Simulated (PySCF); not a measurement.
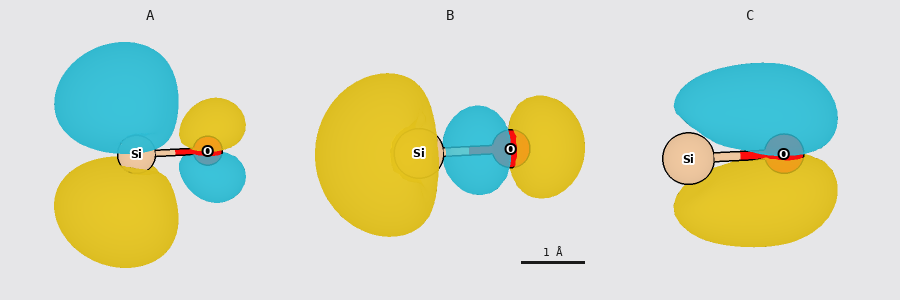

The picture shows: SiO. Three frontier orbitals, each drawn at the value that holds 80 % of its norm (yellow and cyan are the two phases), in no order; of a degenerate pair one member is drawn.

The calculation used PySCF, PBE0/def2-TZVPP, non-relativistic Hamiltonian with scalar-relativistic core potentials where named, at a bond length of 1.510 Å.

Label each orbital by symmetry, say whether it is occupied, and order them by energy.

Answer. Orbital C: π, occupied, −9.45 eV; mainly on O (75 %).
Orbital B: σ, occupied, −8.78 eV; shared between the atoms (Si 60 %, O 40 %).
Orbital A: π, empty, −1.94 eV; mainly on Si (85 %).
